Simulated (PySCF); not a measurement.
SMILES S1SSSSSSS1 (S8) at its CAM-B3LYP/def2-SVP optimised geometry (Å):

```
8

S     -0.1191     2.2907     2.2458
S      1.5141     1.6601     1.1643
S      2.6876     0.3616     2.2463
S      1.7923    -1.5548     2.0132
S      1.3139    -1.6601     0.0000
S     -0.7681    -1.6601     0.0000
S     -1.5141     0.2836     0.0000
S     -1.5867     0.7679     2.0135
```

Level of theory: CAM-B3LYP/def2-TZVP in PySCF. Cells within 0.4 Å of a nucleus heavier than hydrogen are left out (blank, or x).

Map of the electron localisation function on the plane z = 1.0 Å:

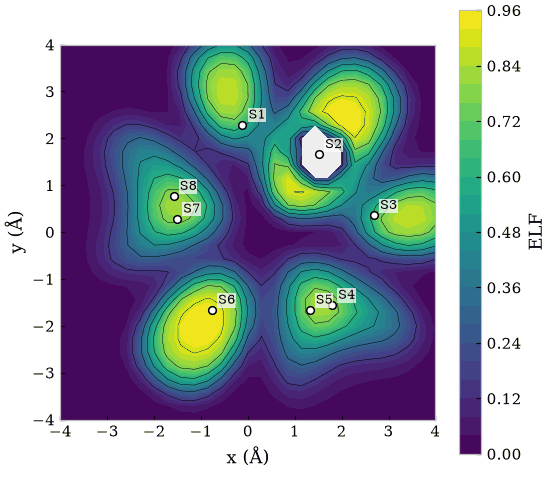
Figure. Electron localisation function on the plane z = 1.0 Å.
